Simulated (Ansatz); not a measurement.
**Convergence test for NbSN (P4/nmm, 6 atoms in the cell)**

```xyz
6
Lattice="3.5516 0.0000 0.0000 0.0000 3.5516 0.0000 0.0000 0.0000 6.0531" Properties=species:S:1:pos:R:3 pbc="T T T"
Nb     1.7758     0.0000     1.1264
Nb     0.0000     1.7758     4.9268
S      1.7758     0.0000     3.7315
S      0.0000     1.7758     2.3216
N      1.7758     1.7758     0.0000
N      0.0000     0.0000     0.0000
```

Method: PBEsol, harder PAW files (source: ansatz) made with PBE (plane waves; Ansatz, a quantum-chemistry and plane-wave program).

The starting cell comes from a database of computed structures (which also holds hypothetical and non-ambient phases and stackings), without a prior relaxation at this level. Its lattice was rescaled by a random factor within 2.5 % of one. Spin polarisation is off. In the base run, with a pressure of about -3 GPa the cell is away from its equilibrium volume at this level. Ansatz's pressure includes its estimate of the finite-basis (Pulay) stress.

Held fixed: basis.ecutwfc = 870 eV; hamiltonian.xc = pbesol; hamiltonian.pseudopotentials = {kind: paw, source: ansatz}; scf.occupations.method = fermi_dirac; scf.occupations.width = 0.05 eV.

ΔF is the free energy per atom less that of the last row (23 23 13).

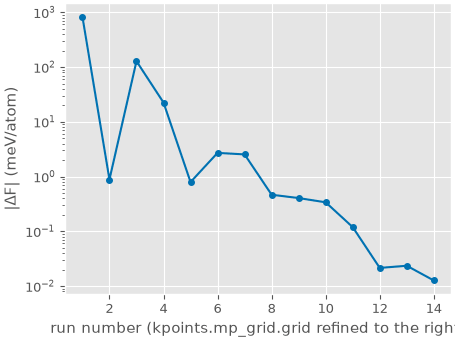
Fig. 1. Size of the energy error against the last run of the series; values under 0.01 meV/atom are drawn at 0.01.

| kpoints.mp_grid.grid | ΔF (meV/atom) | pressure (GPa) | largest force (eV/Å) | k-points | iterations |
|---|---|---|---|---|---|
| 1 1 1 | 833.5 | 6.47 | 6.830 | 1 | 13 |
| 2 2 1 | 0.88 | -3.15 | 0.897 | 3 | 10 |
| 2 2 2 | 128.0 | -0.50 | 0.925 | 6 | 10 |
| 3 3 2 | 22.5 | -3.12 | 0.586 | 6 | 9 |
| 4 4 2 | 0.79 | -3.29 | 0.666 | 12 | 10 |
| 4 4 3 | -2.7 | -3.19 | 0.443 | 12 | 8 |
| 5 5 3 | -2.5 | -3.15 | 0.393 | 12 | 9 |
| 6 6 4 | 0.47 | -3.09 | 0.351 | 30 | 9 |
| 8 8 5 | -0.40 | -3.09 | 0.325 | 45 | 9 |
| 9 9 5 | -0.34 | -3.08 | 0.320 | 45 | 9 |
| 10 10 6 | -0.12 | -3.08 | 0.344 | 84 | 9 |
| 12 12 7 | -0.02 | -3.07 | 0.323 | 112 | 9 |
| 15 15 9 | 0.02 | -3.07 | 0.328 | 180 | 9 |
| 18 18 11 | 0.01 | -3.07 | 0.331 | 330 | 9 |
| 23 23 13 | 0.00 | -3.07 | 0.332 | 546 | 9 |

Keys are those of Ansatz 0.2.
